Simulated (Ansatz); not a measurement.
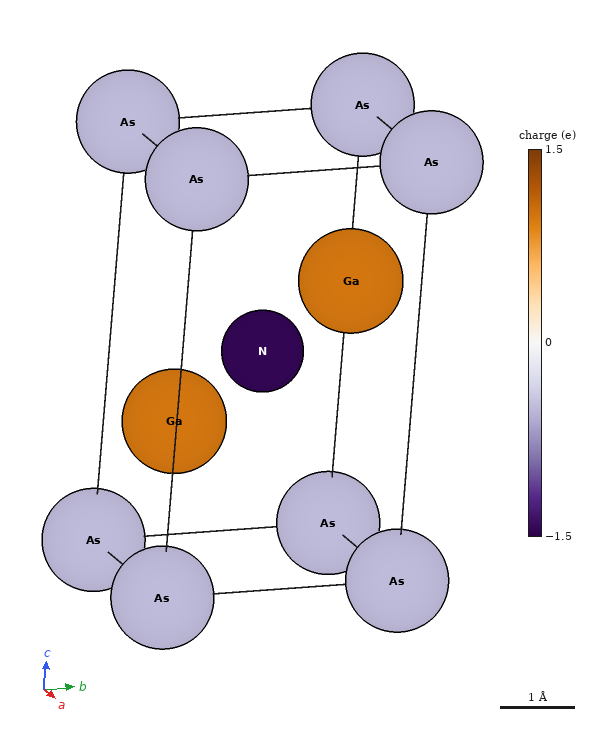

Spheres-only drawing of the structure, looking slightly off an axis. The parallelepiped is the cell (the run's own, in a reduced setting). The atoms of this Ga2AsN cell are coloured by their Bader charge.

Setup: Ansatz, DFT PBE, scalar-relativistic, plane waves, PAW; a 420 eV plane-wave basis, k-points about 0.12 Å⁻¹ apart, Gaussian smearing of 0.1 eV, no spin polarisation.

> Which way does the charge move?

Most positive: Ga; most negative: N. Charges: about Ga +1.0 e; As -0.5 e; N -1.5 e.

Provenance: a structure type filled with these elements by a generator (whether the compound takes this form wasn't checked). Earlier steps of the study may have refined or changed the cell and positions. Ansatz was used for an electronic-structure calculation on it.
